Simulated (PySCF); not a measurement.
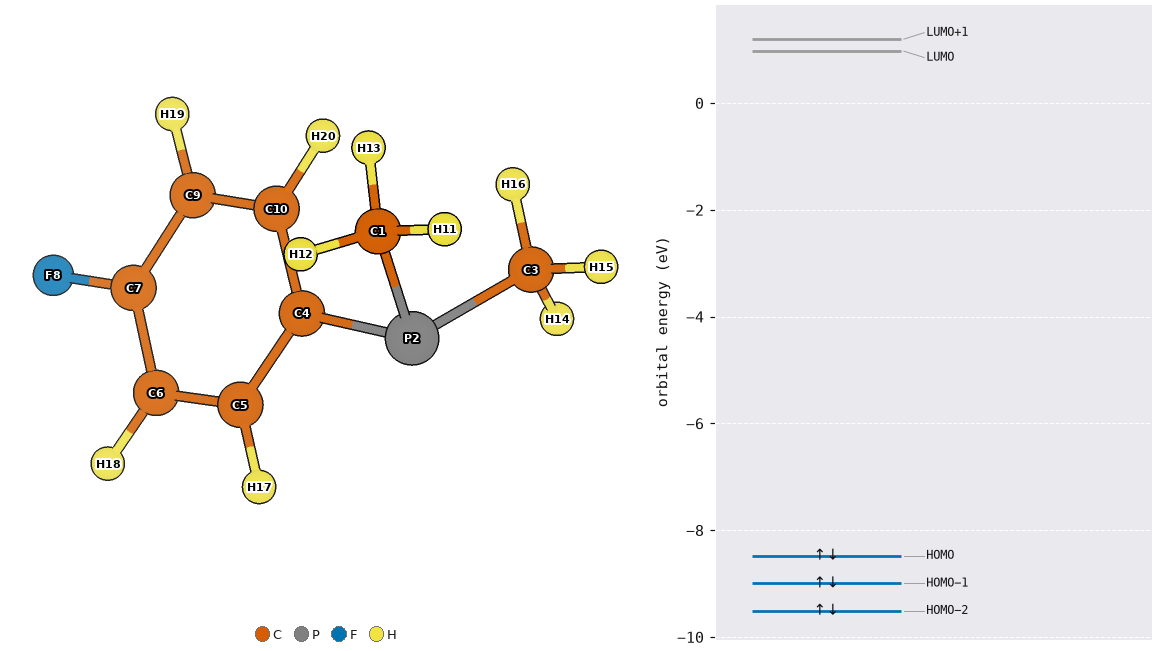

C₈H₁₀FP, SMILES CP(C)c1ccc(F)cc1. Kohn-Sham orbital energies near the frontier, ωB97X-D/def2-SVPD, PySCF 2.14.0, at a PBE0-D3(BJ)/def2-SVP geometry (no frequency check), isolated molecule; empty levels in grey, levels within 0.03 eV side by side.

Q: Where do the frontier orbitals lie?

A: HOMO at −8.48 eV, LUMO at 0.97 eV, 9.45 eV apart.

Q: How far below the HOMO does the next level lie?

A: 0.52 eV.

Q: List the levels with the atoms that carry most of them (a dash for levels above zero or within 0.03 eV of another, where shares mean little).

A:
```
orbital  energy (eV)                      Löwdin shares
 LUMO+1         1.20                                  –
   LUMO         0.97                                  –
   HOMO        −8.48           P2 60 %, C3/C1 10 % each
 HOMO−1        −9.00          C4 23 %, C7 19 %, C6 10 %
 HOMO−2        −9.51  C9/C6 21 % each, C5/C10 20 % each
```

Known limits of this run: one conformer of a flexible molecule; empty levels above zero depend strongly on the basis.
